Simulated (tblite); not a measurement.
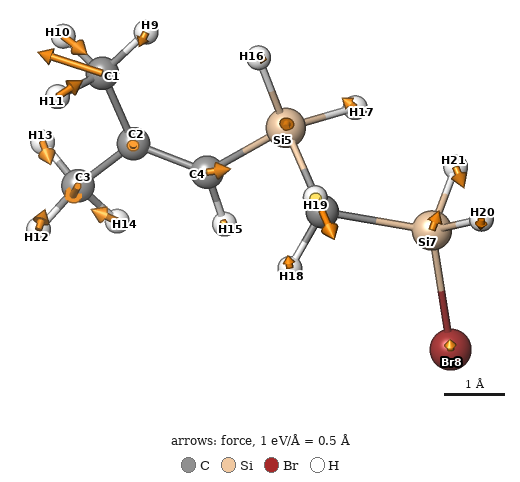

Starting geometry of C5H13BrSi2 with the computed forces as orange arrows. The picture is a ball-and-stick view, seen from a free direction.

Computed with GFN2-xTB geometry optimisation, gas phase (tblite). 

### Is this structure relaxed? If not, where do the atoms go?

It isn't relaxed: the largest force vector, on a C atom, is 2.32 eV/Å. The final displacements have little in common with the starting forces (cosine between the two patterns 0.12). The energy falls by 16.9 kcal/mol in 287 geometry steps. The largest move after the best rigid fit is that of the Br atom, 1.80 Å. Largest moves by element: Br 1.80 Å, H 1.67 Å, Si 0.90 Å, C 0.64 Å. Near-neighbour distances that change, for instance: C–H 1.142 → 1.090 Å, C–Si 1.873 → 1.913 Å, H–Si 1.488 → 1.456 Å, C–H 1.112 → 1.090 Å. Bond angles that change, for instance: Br–Si–H 112.9° → 103.6°, C–Si–H 105.6° → 114.0°, Si–C–Si 108.8° → 116.4°. Groups turn about C–Si by about 65°, C–Si by about 55°, C–Si by about 40°.
